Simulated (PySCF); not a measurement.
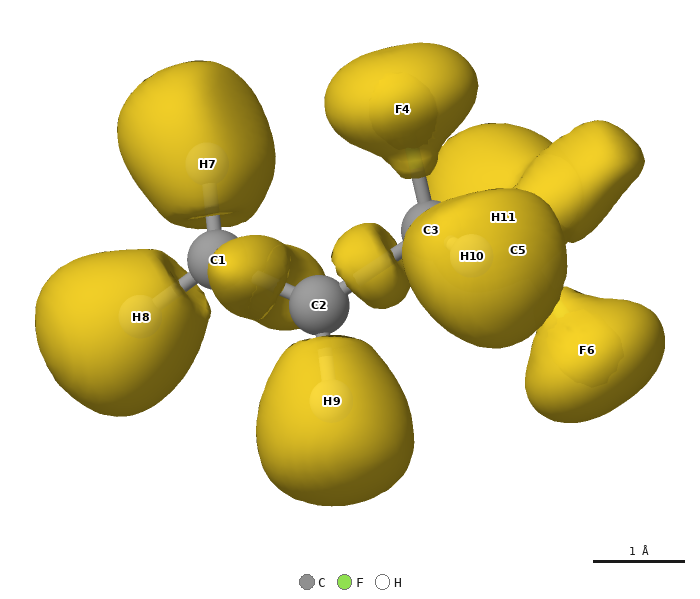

C4H5F2 (SMILES C=C[C@H](F)[CH]F) (doublet). Isosurface of the ELF at 0.75 (yellow), seen across its widest extent. Only the valence region is drawn (cores and ρ < 0.01 e/Å³ removed).

Geometry: GFN2-xTB.

The calculation used UKS B3LYP, pcH-1 on C F H, non-relativistic, mean-field spin-orbit, GIAO in PySCF.

```yaml
atoms:
  - { symbol: C, position_ang: [1.5345, -0.8460, 0.0567] }
  - { symbol: C, position_ang: [0.7803, 0.1847, -0.2781] }
  - { symbol: C, position_ang: [-0.4570, 0.6053, 0.4860] }
  - { symbol: F, position_ang: [-0.4622, 0.0527, 1.7472] }
  - { symbol: C, position_ang: [-1.6423, 0.1248, -0.2628] }
  - { symbol: F, position_ang: [-2.0556, 0.8782, -1.2917] }
  - { symbol: H, position_ang: [1.3307, -1.4313, 0.9374] }
  - { symbol: H, position_ang: [2.3957, -1.1239, -0.5256] }
  - { symbol: H, position_ang: [0.9661, 0.7787, -1.1608] }
  - { symbol: H, position_ang: [-0.4863, 1.6967, 0.6101] }
  - { symbol: H, position_ang: [-1.8987, -0.9172, -0.3445] }
```

Q: Describe the localisation domains.

A: At this value the surface marks out two regions between bonded C–C atoms (shared pairs), five regions around hydrogen nuclei and two regions on F in which the atom's valence shell and bonds are merged. Profiles from the grid: C–C (1.32 Å): the ELF peaks at about 0.95 between the atoms; a short, multiple covalent bond. C–F (1.34 Å): the ELF peaks at about 0.85 between the atoms (a shared but strongly polarised pair).
